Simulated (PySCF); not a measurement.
Consider C$_{3}$H$_{4}$F$_{3}$OP (SMILES O=P1(C(F)(F)F)CC1).

Input file:

```
{"job": {"kind": "uv", "xc": "PBE0", "basis": "def2-SVPD", "nstates": 8, "ntriplets": 3}, "charge": 0, "multiplicity": 1}
O      0.195072     2.238838    -0.472103
P      0.072052     0.813573    -0.173464
C      1.691168    -0.088483     0.133381
F      2.342524     0.451879     1.161639
F      2.481693    -0.014575    -0.935778
F      1.505546    -1.380903     0.409106
C     -1.135832    -0.362461    -0.805793
C     -1.239647    -0.033676     0.723009
H     -0.867892    -1.378829    -1.052887
H     -1.921456     0.040060    -1.430321
H     -2.088677     0.566058     1.020713
H     -1.033353    -0.852165     1.396472
```

Launched as:

```sh
OMP_NUM_THREADS=1 python probes_run.py task.json out
```

Geometry: GFN2-xTB.

These are results of PySCF, PBE0/def2-SVPD, SCF density, gas phase, not measurements.

### What will maps of the electron density and electron localisation function show?

C–F (1.33 Å): ρ is about 2.4 e/Å³ halfway, with its minimum of 1.9 e/Å³ about 0.5 Å from C; the ELF peaks at about 0.85 between the atoms; a shared but strongly polarised pair.
P–O (1.46 Å): ρ at the midpoint is about 1.9 e/Å³; the ELF peaks at about 0.85 between the atoms; a short, strongly polar bond.
C–P (1.88 Å): ρ at the midpoint is about 1.2 e/Å³; the ELF peaks at about 1 between the atoms; a shared electron pair.

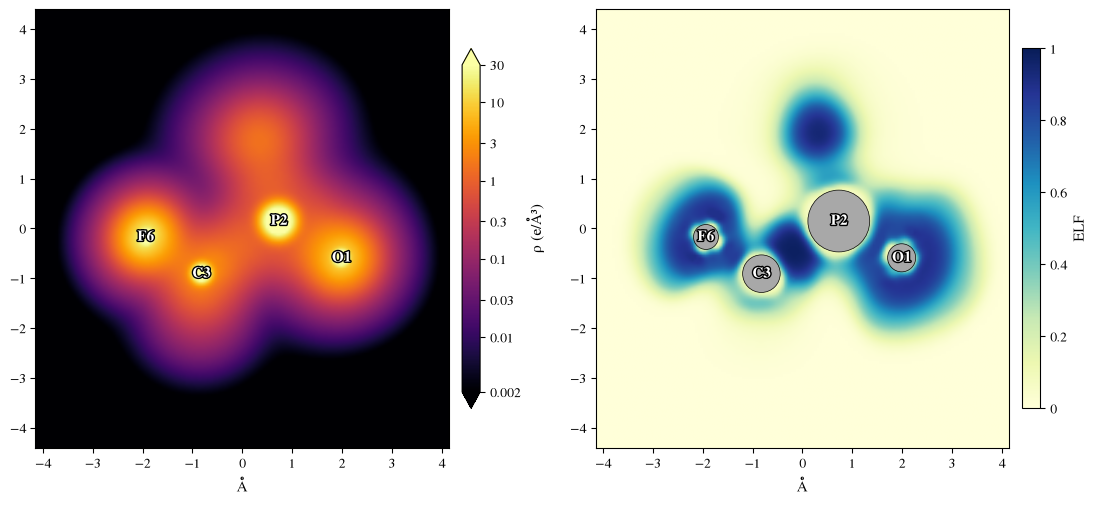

Computed electron density and electron localisation function on the plane of atoms P2, C3 and F6, in this order. Grey discs cover the atomic cores in the ELF map. 
